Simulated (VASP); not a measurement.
Energy against volume of Rb (bcc). Computed with vdW-DF-cx, VASP's PBE PAW potentials (set 64) (plane waves; VASP).

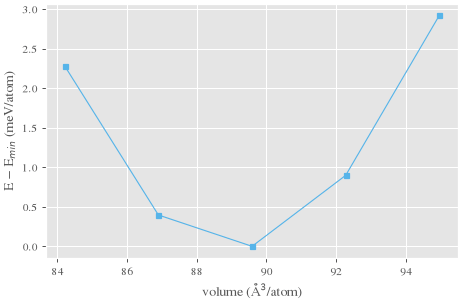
Figure: Energy against volume

Question: Estimate the equilibrium volume and the bulk modulus.

Answer: The minimum lies near 89.0 Å³/atom, and the curvature gives B0 of about 2.6 GPa.

Measured: a 5.576 Å at 0 K (computed value off by +0.9 %), as given by Gábor I. Csonka et al., Physical Review B (2009), arXiv:0903.4037 [low-temperature or extrapolated to 0 K; zero-point anharmonic expansion removed].

The compound is Rb in the bcc structure. It was relaxed first.
